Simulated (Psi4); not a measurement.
# SiH4O4 (orthosilicic acid): wB97M-V/def2-SVP

Aim: the vertical ionisation energy of SiH4O4 (orthosilicic acid) at wB97M-V/def2-SVP, from 2 runs. 

Program for the calculation: Psi4 1.11.

## 1. Starting point

SiH4O4: 9 atoms, total charge 0, spin state singlet. As SMILES, `O[Si](O)(O)O`. Geometry: relaxed at PBE0-D4/def2-TZVP. This is one conformer, not always the lowest.

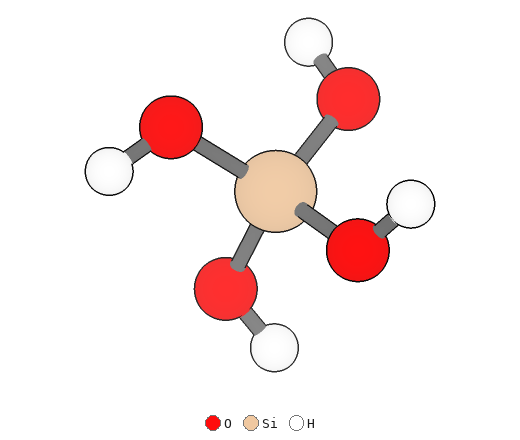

Viewed from a chosen angle; oxygen red, silicon light orange, hydrogen white.

## 2. A single-point energy at wB97M-V/def2-SVP

Contents of job.json:

```json
{
 "schema_name": "qcschema_input",
 "schema_version": 1,
 "molecule": {
  "schema_name": "qcschema_molecule",
  "schema_version": 2,
  "symbols": ["O", "Si", "O", "O", "O", "H", "H", "H", "H"],
  "geometry": [-1.8312391, 1.46708888, -1.99849876, 1.89e-05, 5.669e-05, -7.559e-05, 2.88676453, 0.81953643, -0.70326158, -0.08152279, -3.07889298, -0.11319459, -0.97396484, 0.79249444, 2.81467147, -1.20840427, 1.6435893, -3.689369, 4.20705948, -0.25543428, -0.08728645, -1.45138525, -3.88552258, 0.75339601, -1.54728885, 2.4971219, 3.02363739],
  "molecular_charge": 0,
  "molecular_multiplicity": 1,
  "fix_symmetry": "c1",
  "fix_com": true,
  "fix_orientation": true
 },
 "driver": "energy",
 "model": {
  "method": "wb97m-v",
  "basis": "def2-SVP"
 },
 "keywords": {
  "puream": true,
  "e_convergence": 1e-09,
  "d_convergence": 1e-08,
  "scf_type": "pk",
  "dft_radial_points": 99,
  "dft_spherical_points": 590
 }
}
```

Run with:

```bash
$ psi4 --qcschema job.json -n 1 --memory 2200MB
```

stdout:

```text
[...]
  Running in c1 symmetry.
[...]
  Nuclear repulsion =  269.977267110290256
[...]
  Multiplicity = 1
[...]
  Nalpha       = 25
  Nbeta        = 25
[...]
    Number of basis functions: 94
[...]
   @RKS iter   1:  -592.19340809685627   -5.19742e-01   1.04097e-02 ADIIS/DIIS
[...]
   @RKS iter  11:  -592.55716403913561   -3.18323e-12   1.92972e-09 DIIS
[...]
    Orbital Energies [Eh]
    ---------------------
    Doubly Occupied:
       1A    -66.455937     2A    -19.332867     3A    -19.332843
       4A    -19.332842     5A    -19.332834     6A     -5.491565
       7A     -3.810102     8A     -3.810102     9A     -3.809911
      10A     -1.144398    11A     -1.102766    12A     -1.102765
      13A     -1.096819    14A     -0.692543    15A     -0.628303
      16A     -0.628301    17A     -0.617409    18A     -0.501742
      19A     -0.471517    20A     -0.469373    21A     -0.469371
      22A     -0.448507    23A     -0.443439    24A     -0.412609
      25A     -0.412607
[...]
  @RKS Final Energy:  -592.55716403913561
   => Energetics <=
    Nuclear Repulsion Energy =            269.9772671102902564
    One-Electron Energy =               -1356.0643239735425141
    Two-Electron Energy =                 535.3966204707212455
    DFT Exchange-Correlation Energy =     -42.0699371456874900
    Empirical Dispersion Energy =           0.0000000000000000
    VV10 Nonlocal Energy =                  0.2032094990828791
    Total Energy =                       -592.5571640391356141
[...]
 Multipole Moments:
 ------------------------------------------------------------------------------------
     Multipole            Electronic (a.u.)      Nuclear  (a.u.)        Total (a.u.)
 ------------------------------------------------------------------------------------
 L = 1.  Multiply by 2.5417464519 to convert [e a0] to [Debye]
 Dipole X            :         -0.0005562            0.0005481           -0.0000081
 Dipole Y            :         -0.0025057            0.0023622           -0.0001435
 Dipole Z            :          0.0031616           -0.0029480            0.0002136
 Magnitude           :                                                    0.0002575
[...]
```

The result, in JSON:

```text
{
 "driver": "energy",
 "model": {
  "method": "wb97m-v",
  "basis": "def2-SVP"
 },
 "success": true,
 "return_result": -592.5571640391356,
 "properties": {
  "calcinfo_nbasis": 94,
  "calcinfo_nmo": 94,
  "calcinfo_nalpha": 25,
  "calcinfo_nbeta": 25,
  "calcinfo_natom": 9,
  "nuclear_repulsion_energy": 269.97726711029026,
  "return_energy": -592.5571640391356,
  "scf_one_electron_energy": -1356.0643239735425,
  "scf_two_electron_energy": 535.3966204707212,
  "scf_vv10_energy": 0.20320949908287905,
  "scf_xc_energy": -42.06993714568749,
  "scf_dipole_moment": [-8.054070803287239e-06, -0.00014349239893785004, 0.00021361469531422372],
  "scf_total_energy": -592.5571640391356,
  "scf_iterations": 11
 }
}
```

Run time: 3.4 min. Hardware: 1 thread of AMD EPYC 7R43 (Zen 3), shared host; peak memory 1.3 GiB.

## 3. The doublet cation at the same level

Contents of h4o4si.in:

```
memory 2.2 GB

molecule {
  1 2
  O
  Si 1 1.630981
  O 2 1.630975 1 106.38019
  O 2 1.63098 3 106.38066 1 124.05948
  O 2 1.630982 3 115.84778 1 -117.9703
  H 1 0.958106 2 116.58611 3 36.75556
  H 3 0.958113 2 116.58438 4 -36.74079
  H 4 0.958111 2 116.58379 3 160.76572
  H 5 0.958106 2 116.58573 3 81.24287
  units angstrom
  symmetry c1
}

set {
  basis def2-SVP
  reference uks
  puream true
  e_convergence 1e-09
  d_convergence 1e-08
  scf_type pk
  dft_radial_points 99
  dft_spherical_points 590
  maxiter 100
}

e, wfn = energy('wb97m-v', return_wfn=True)
```

Run with:

```bash
$ psi4 h4o4si.in h4o4si.out -n 1
```

h4o4si.out:

```text
[...]
  Running in c1 symmetry.
[...]
  Nuclear repulsion =  269.977287468162217
[...]
  Multiplicity = 2
[...]
  Nalpha       = 25
  Nbeta        = 24
[...]
    Number of basis functions: 94
[...]
   @UKS iter   1:  -591.91359106895482   -2.39924e-01   7.82306e-03 DIIS/ADIIS
[...]
   @UKS iter  24:  -592.13245341181982   -1.38698e-11   8.75643e-09 DIIS
[...]
   @S^2 Observed:                7.580907726E-01
[...]
    Orbital Energies [Eh]
    ---------------------
    Alpha Occupied:
       1A    -66.717782     2A    -19.616587     3A    -19.616550
       4A    -19.616398     5A    -19.616340     6A     -5.754091
       7A     -4.072696     8A     -4.072503     9A     -4.072282
      10A     -1.416548    11A     -1.376046    12A     -1.375228
      13A     -1.369831    14A     -0.954299    15A     -0.891440
      16A     -0.891134    17A     -0.881148    18A     -0.774118
      19A     -0.741098    20A     -0.739343    21A     -0.733279
      22A     -0.725310    23A     -0.711796    24A     -0.696837
      25A     -0.689095
    Alpha Virtual:
[...]
  @UKS Final Energy:  -592.13245341181982
   => Energetics <=
    Nuclear Repulsion Energy =            269.9772874681622170
    One-Electron Energy =               -1342.8515891823949460
    Two-Electron Energy =                 522.3730592440350620
    DFT Exchange-Correlation Energy =     -41.8315992389768709
    Empirical Dispersion Energy =           0.0000000000000000
    VV10 Nonlocal Energy =                  0.2003882973547879
    Total Energy =                       -592.1324534118198244
[...]
 Multipole Moments:
 ------------------------------------------------------------------------------------
     Multipole            Electronic (a.u.)      Nuclear  (a.u.)        Total (a.u.)
 ------------------------------------------------------------------------------------
 L = 1.  Multiply by 2.5417464519 to convert [e a0] to [Debye]
 Dipole X            :          0.0328618            0.0000274            0.0328892
 Dipole Y            :         -0.0177552            0.0002551           -0.0175001
 Dipole Z            :          0.0237097            0.0002934            0.0240031
 Magnitude           :                                                    0.0443182
[...]
```

It took 8.3 min on 1 thread of AMD EPYC 7R43 (Zen 3), shared host; peak memory 1.3 GiB.

## 4. Summary of results

At wB97M-V/def2-SVP:

```
                                          quantity          value
                      singlet SiH4O4: total energy  -592.55716 Eh
                     singlet SiH4O4: dipole moment         0.00 D
                       singlet SiH4O4: HOMO energy      -11.23 eV
                       singlet SiH4O4: LUMO energy        2.80 eV
                     singlet SiH4O4: HOMO–LUMO gap       14.03 eV
                      doublet cation: total energy  -592.13245 Eh
doublet cation: HOMO energy (highest over α and β)      -17.34 eV
 doublet cation: LUMO energy (lowest over α and β)      -11.89 eV
                              doublet cation: ⟨S²⟩          0.758
vertical ionisation energy (to the doublet cation)      11.557 eV
```

What this shows: The vertical ionisation energy comes to 11.56 eV (267 kcal/mol). The negative HOMO energy of the first species, 11.23 eV, lies 0.33 eV below that difference.
